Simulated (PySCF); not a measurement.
# [SmI2]+: other functionals and bases at one geometry

Aim: see how levels, charges and forces of [SmI2]+ depend on the level of theory. The structure is generated, not taken from experiment.

Computed with PySCF 2.14.0. Level: several levels, as the steps say, no spin–orbit coupling.

1 further run of the same task is left out (for a known fault of the program).

## Step 1: The starting structure

3 atoms, charge 1, spin multiplicity 1.

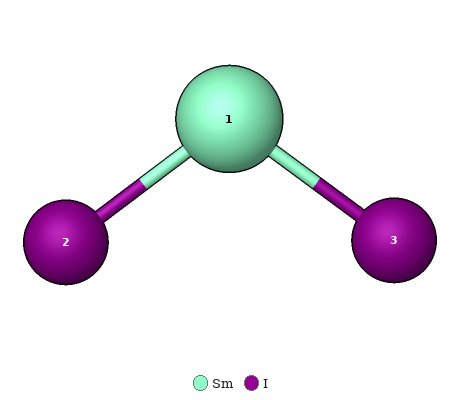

The geometry (samarium green, iodine purple); atoms are numbered from 1 in the order of the file.

Coordinates:

```
Sm    0.0000    0.0000   -1.0567
I     2.2248    0.0000    0.6037
I    -2.2248    0.0000    0.6037
```

Formal oxidation states: Sm +3. Each metal's 5 4f electrons lie in its core potential, so multiplicities, spins and levels count the valence alone. An earlier session relaxed this geometry at PBE0, Sm lcecp-1-SVP with ECP51, I def2-SVP with ECP28 (singlet, point group C2v).

At PBE0 on the finer grid: E = -630.023011 Eh, HOMO -11.78 eV, LUMO -7.53 eV, Mulliken charge on Sm1 +1.12 e, largest force component 0.027 eV/Å. 

Levels to run: B3LYP; BLYP; PBE0, TZVP. Hardware: 2 threads of Intel Xeon at 2.80GHz (Skylake/Cascade Lake), shared host.

## Step 2: B3LYP

run.py (the lines that set the calculation)

```python
mol = gto.M(atom='''
Sm     0.00000     0.00000    -1.05673
I      2.22484     0.00000     0.60373
I     -2.22484     0.00000     0.60373''',
    basis={'Sm': 'lcecp-1-SVP', 'I': 'def2-SVP'},
    ecp={'Sm': 'lcecp-1-SVP', 'I': 'def2-SVP'},
    charge=1, spin=0)
mf = dft.RKS(mol, xc='B3LYP')
mf.grids.atom_grid = (75, 302)  # f atoms: unpruned, at least (60, 302)
mf = mf.density_fit()  # fitting sets: Sm AutoAux, I def2-universal-JKFIT
mf.conv_tol = 1e-08; mf.max_cycle = 55
mf.kernel(dm0)  # dm0: the density of the relaxed state
```

The run is started by

```console
OMP_NUM_THREADS=2 python run.py
```

## Step 3: BLYP

Changes to run.py (the lines that set the calculation) since step 2:

```diff
@@ -7,3 +7,3 @@
     charge=1, spin=0)
-mf = dft.RKS(mol, xc='B3LYP')
+mf = dft.RKS(mol, xc='BLYP')
 mf.grids.atom_grid = (75, 302)  # f atoms: unpruned, at least (60, 302)
```

## Step 4: PBE0, TZVP

Basis: Sm lcecp-1-TZVP with ECP51, I def2-TZVP with ECP28. 

run.py (the lines that set the calculation)

```python
mol = gto.M(atom='''
Sm     0.00000     0.00000    -1.05673
I      2.22484     0.00000     0.60373
I     -2.22484     0.00000     0.60373''',
    basis={'Sm': 'lcecp-1-TZVP', 'I': 'def2-TZVP'},
    ecp={'Sm': 'lcecp-1-TZVP', 'I': 'def2-TZVP'},
    charge=1, spin=0)
mf = dft.RKS(mol, xc='PBE0')
mf.grids.atom_grid = (75, 302)  # f atoms: unpruned, at least (60, 302)
mf = mf.density_fit()  # fitting sets: Sm AutoAux, I def2-universal-JKFIT
mf.conv_tol = 1e-08; mf.max_cycle = 55
mf.kernel(dm0)  # dm0: free metal ions and neutral atoms
```

What does the calculation give? Wanted: for each run, HOMO; gap; charge on Sm1; dipole; largest force.

As calculated:

| level | state | HOMO (eV) | gap (eV) | charge on Sm1 (e) | dipole (D) | largest force (eV/Å) | basis functions | time |
| --- | --- | --- | --- | --- | --- | --- | --- | --- |
| PBE0 (relaxed here) | singlet | -11.78 | 4.25 | 1.12 | 7.97 | 0.03 | 85 | 13 s |
| B3LYP | singlet | -11.51 | 3.69 | 1.07 | 7.77 | 0.32 | 85 | 7 s |
| BLYP | singlet | -10.53 | 2.35 | 0.96 | 7.19 | 0.59 | 85 | 8.3 s |
| PBE0, TZVP | singlet | -11.71 | 4.31 | 1.39 | 7.73 | 0.09 | 147 | 17 s |

Times are on 2 threads of Intel Xeon at 2.80GHz (Skylake/Cascade Lake), shared host; the first row also made further properties. The dipole of a charged species depends on the origin, so these sizes hold for this origin alone.

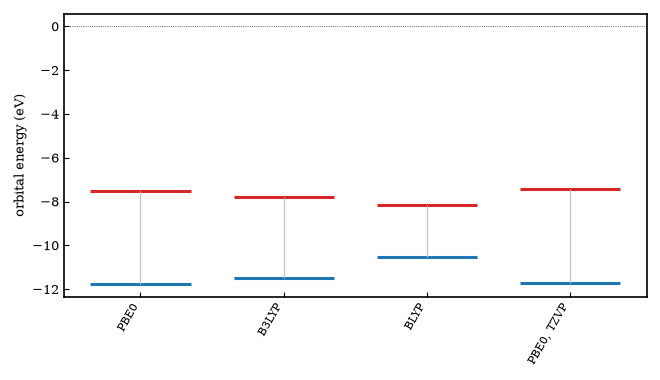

Highest filled and lowest empty level, method by method.

In one basis the HOMO–LUMO gap runs from 2.35 eV (BLYP) to 4.25 eV (PBE0). The largest leftover force, 0.59 eV/Å with BLYP, stands at a geometry relaxed at another level. The Mulliken charge on Sm spans +0.96 to +1.39 e over the levels. With 4f in the core, its levels are missing from HOMO and gap. Total energies of different levels can't be compared. Spin–orbit coupling is left out throughout.
